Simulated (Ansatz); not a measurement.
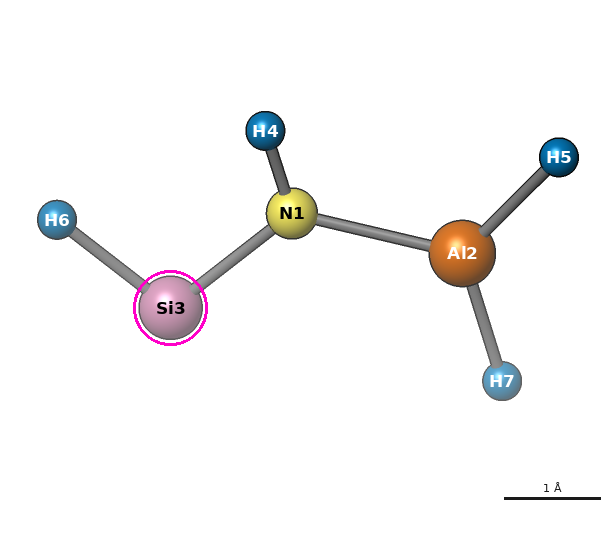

Orthographic view. Atoms fade into the background with distance from the viewer. The geometry was computed by an optimisation with PBE-D4/def2-SVP. No frequency run is at hand to confirm it as a minimum.

### Name the neighbours of the circled atom.

The circled atom is Si3; it is bonded to N1, H6.

### What is the shortest path along bonds from the circled atom to H7?

Si3–N1–Al2–H7, 3 bonds; through space the two are 3.54 Å apart.

### Which two atoms are farthest apart in space?

H5 and H6, 5.37 Å.
